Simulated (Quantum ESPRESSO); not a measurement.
One O site of BaZrO3 in Pm-3m, with the coupling taken from a PBE PAW density (pw.x of a modified build of Quantum ESPRESSO, JTH datasets) with the all-electron reconstruction of Petrilli and co-workers (|Q| = 0.0256 barn). The geometry is a computed Materials Project entry, not a measured one. It is BaZrO3 in Pm-3m. Stability against distortions was not tested. The run has no spin polarisation. Cores are frozen. Against all-electron runs on small test molecules, this scheme's |Vzz| missed by −2 to +6 % on O.

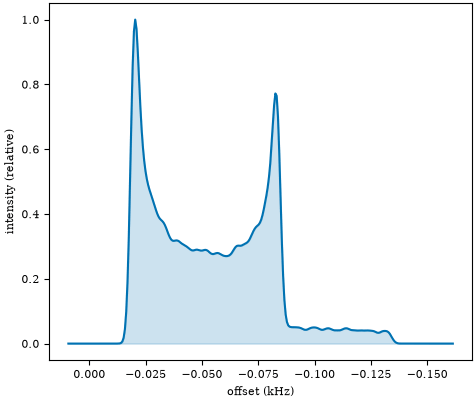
*Simulated fast-MAS powder pattern of the ¹⁷O central transition at 11.7 T (Larmor frequency ν0 = 67.6 MHz, I = 5/2), second-order quadrupolar broadening alone, zero at the isotropic chemical shift*

Problem. Estimate |C_Q| and η_Q from the pattern.

Solution. 
|C_Q| ≈ 0.78 MHz and η_Q ≈ 0.0. The pattern runs from -0.134 to -0.0192 kHz before smoothing, a width that goes as C_Q²/ν0, with its centre of gravity at -0.0538 kHz.
